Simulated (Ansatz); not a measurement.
# CH7BGe (SMILES C[BH][GeH3]) at wB97X/def2-SVP

Aim: the electronic atomisation energy of CH7BGe at wB97X/def2-SVP, from 5 runs. 

Program for the calculation: Ansatz 0.2.0.

69 further runs of the same task are left out: 69 set aside as unsound or not needed.

### Step 1. The structure to begin with

The species is CH7BGe (10 atoms), meant as a singlet with charge 0. As SMILES, `C[BH][GeH3]`. Geometry: relaxed at PBE0-D4/def2-TZVP.

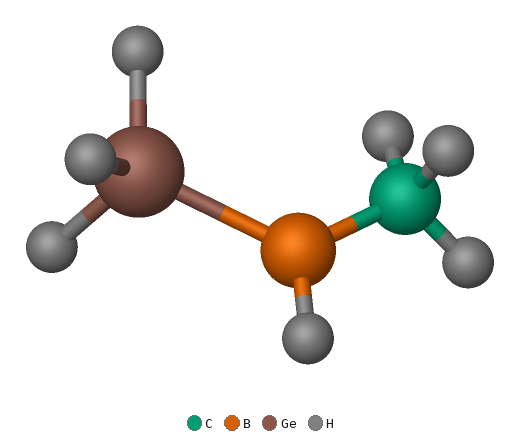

Viewed from a chosen angle; carbon teal, boron orange, germanium brown, hydrogen grey.

### Step 2. The energy at wB97X/def2-SVP

The input, in.yaml:

```yaml
crystal:
  periodic: [false, false, false]
  atoms:
    - {symbol: C, position_ang: [-1.211300, 0.848000, -0.579700]}
    - {symbol: B, position_ang: [-0.013900, -0.123000, -0.719700]}
    - {symbol: Ge, position_ang: [1.111300, -0.784600, 0.881600]}
    - {symbol: H, position_ang: [-1.972600, 0.748500, -1.357000]}
    - {symbol: H, position_ang: [-0.747300, 1.837300, -0.749600]}
    - {symbol: H, position_ang: [-1.677100, 0.898700, 0.405800]}
    - {symbol: H, position_ang: [0.326000, -0.481700, -1.813000]}
    - {symbol: H, position_ang: [0.918400, -2.307400, 1.048300]}
    - {symbol: H, position_ang: [0.729200, -0.128900, 2.224000]}
    - {symbol: H, position_ang: [2.620500, -0.558300, 0.662100]}
basis:
  gaussian: {orbitals: def2-SVP}
output: {orbitals: {seedname: orbitals}}
accuracy: high
hamiltonian: {xc: {name: wB97X}}
```

Launch:

```bash
ansatz run in.yaml --threads 1 --pin off --max-ram 3480MiB --events-out events.jsonl --progress --plain --runs-dir runs
```

What it wrote:

```text
Warning: RAYON_NUM_THREADS=1 ignored (pool sized by the plan → 1); use --threads N
Functional definition: wB97X
  name "wB97X"
  parameter omega = 0.3/bohr
  parameter cx = 0.157706
  parameter cx1 = 0.726479
  parameter cx2 = 1.04760
  parameter cx3 = -5.70635
  parameter cx4 = 13.2794
  parameter css1 = -4.33879
  parameter css2 = 18.2308
  parameter css3 = -31.7430
  parameter css4 = 17.2901
  parameter cos1 = 2.37031
  parameter cos2 = -11.3995
  parameter cos3 = 6.58405
  parameter cos4 = -3.78132
  exchange = spin_sum(e_x_unif_sr(omega)*poly(b97_u_x, 1 - cx, cx1, cx2, cx3, cx4)) + cx*exact_x_sr(omega)
      + exact_x_lr(omega)
  correlation = spin_sum(e_c_pw_same_spin*poly(b97_u_same, 1, css1, css2, css3, css4))
      + integral(e_c_pw_opposite_spin*poly(b97_u_opposite, 1, cos1, cos2, cos3, cos4))
2179 factors; integrals over basis functions are off by at most 1.0e-8 eV
397 factors; integrals over basis functions are off by at most 2.3e-9 eV
mean field evaluation 1: about -58335.2503 eV, gradient 3.0e1 eV
mean field evaluation 2: about -58336.3451 eV, gradient 2.1e1 eV
mean field evaluation 4: about -58337.2202 eV, gradient 1.2e0 eV
mean field evaluation 8: about -58337.3062 eV, gradient 1.2e-2 eV
mean field evaluation 16: about -58337.3062 eV, gradient 8.6e-6 eV
mean field -58337.30617049 eV, -2143.8564593192 hartree, gradient 4.4e-8 eV, S^2 0.000000; 0 other end points of the search recorded, 0 dependent functions left out
reference -58337.30616725 eV, -2143.8564592002 hartree; 25, 25 occupied and 70, 70 virtual orbitals, 2179 factors
Total energy: -58337.30616725 eV, -2143.8564592002 hartree
```

It took 29 s on 1 thread of Arm Neoverse V2, shared host; peak memory 0.56 GiB.

### Step 3. The B atom

The input, input.yaml:

```yaml
basis:
  gaussian:
    orbitals: def2-SVP
crystal:
  periodic: [false, false, false]
  atoms:
    - symbol: B
      position_ang: [0.000000, 0.000000, 0.000000]
hamiltonian:
  xc: {name: wB97X}
accuracy: high
magnetization:
  spin_polarized: true
  initial_magnetization: 1
```

Run the same way, it converges to -24.62291 Eh (log not shown).

### Step 4. The C atom at the same level

The input, run.yaml:

```yaml
crystal:
  periodic: [false, false, false]
  atoms:
    - {symbol: C, position_ang: [0.000000, 0.000000, 0.000000]}
basis:
  gaussian: {orbitals: def2-SVP}
magnetization: {spin_polarized: true, initial_magnetization: 2}
hamiltonian: {xc: {name: wB97X}}
accuracy: high
```

Run the same way, it converges to -37.80174 Eh (log not shown).

### Step 5. The Ge atom

The input, molecule.yaml:

```yaml
crystal:
  periodic: [false, false, false]
  atoms:
    - {symbol: Ge, position_ang: [0.000000, 0.000000, 0.000000]}
basis:
  gaussian:
    orbitals: def2-SVP
accuracy: high
hamiltonian:
  xc: {name: wB97X}
magnetization:
  spin_polarized: true
  initial_magnetization: 2
```

Run the same way, it converges to -2076.69094 Eh (log not shown).

### Step 6. The H atom at the same level

The input, run.yaml:

```yaml
crystal:
  periodic: [false, false, false]
  atoms:
    - {symbol: H, position_ang: [0.000000, 0.000000, 0.000000]}
basis:
  gaussian:
    orbitals: def2-SVP
magnetization:
  spin_polarized: true
  initial_magnetization: 1
hamiltonian:
  xc: {name: wB97X}
accuracy: high
```

Run the same way, it converges to -0.50060 Eh (log not shown).

### Step 7. Summary of results

Level: wB97X/def2-SVP.

| quantity | value |
| --- | --- |
| molecule: total energy | -2143.85646 Eh |
| molecule: HOMO energy | -10.15 eV |
| molecule: LUMO energy | 0.59 eV |
| molecule: HOMO–LUMO gap | 10.74 eV |
| B atom: total energy | -24.62291 Eh |
| B atom: ⟨S²⟩ | 0.754 |
| C atom: total energy | -37.80174 Eh |
| C atom: ⟨S²⟩ | 2.005 |
| Ge atom: total energy | -2076.69094 Eh |
| Ge atom: ⟨S²⟩ | 2.002 |
| H atom: total energy | -0.50060 Eh |
| H atom: ⟨S²⟩ | 0.750 |
| electronic atomisation energy | 33.651 eV |

What this shows: Taking the molecule apart into free atoms costs 33.65 eV (3247 kJ/mol), before zero-point energy and without spin-orbit coupling.
